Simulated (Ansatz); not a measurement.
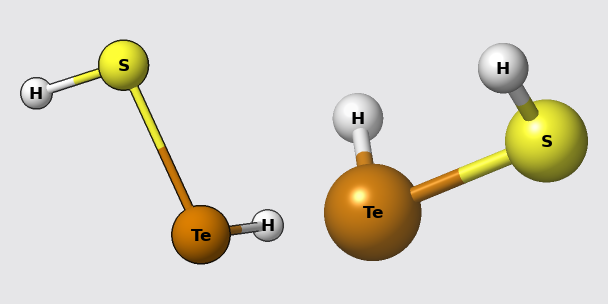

Both panels show the same species.

Identify the structure.

Formula H2STe. Coordination: 1 S bent; 1 Te bent.

The parts below concern this one geometry. Atoms keep their numbers from picture to picture. The geometry was computed by an optimisation with PBE0-D4/def2-TZVP. No frequency run is at hand to confirm it as a minimum.

Electronic properties

No frequency run is at hand to confirm it as a minimum. Properties computed with RKS PBE0-D4/def2-TZVPP, core potentials on Te (Ansatz 0.2.0).

Give the HOMO energy (Kohn–Sham orbital) at this level.

−6.67 eV.

Estimate the LUMO energy (Kohn–Sham orbital).

−1.75 eV.

Dipole moment

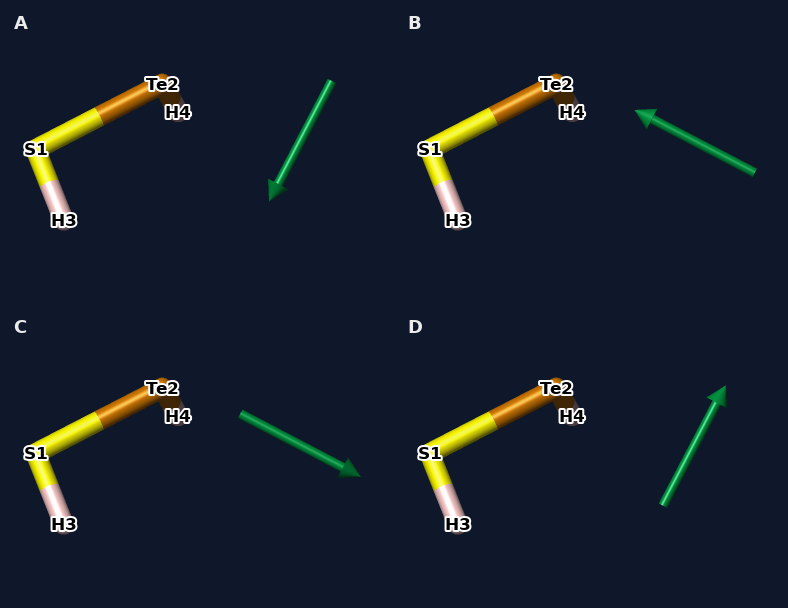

The same molecule four times, each with an arrow. No frequency run is at hand to confirm it as a minimum. Method: RKS PBE0-D4/def2-TZVP, core potentials on Te (Ansatz 0.2.0).

Which arrow points along the dipole moment, from the negative to the positive end?

C. The dipole moment is 1.10 D; it points from the side of S1 to the side of H4 (the outermost atoms at the two ends).

Charges

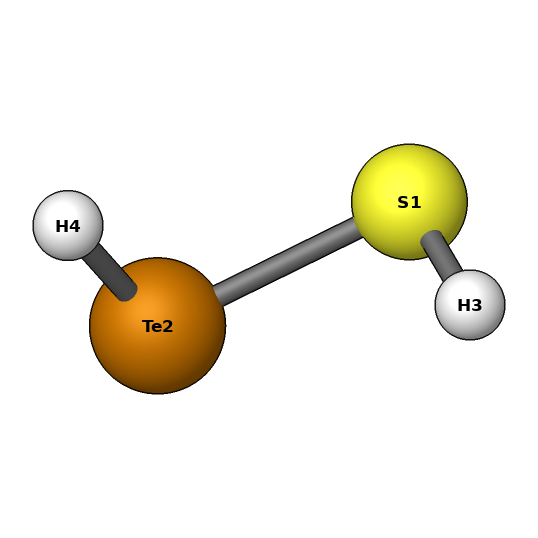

The questions are on Mulliken charges. No frequency run is at hand to confirm it as a minimum. Level of theory: RKS PBE0-D4/def2-TZVP, core potentials on Te (Ansatz 0.2.0).

Give the Mulliken charges atom by atom.

```json
{"atom": "S1", "value (e)": "−0.30"}
{"atom": "Te2", "value (e)": "0.05"}
{"atom": "H3", "value (e)": "0.18"}
{"atom": "H4", "value (e)": "0.07"}
```

Mulliken values depend strongly on the basis set and can even reverse the polarity of a bond.
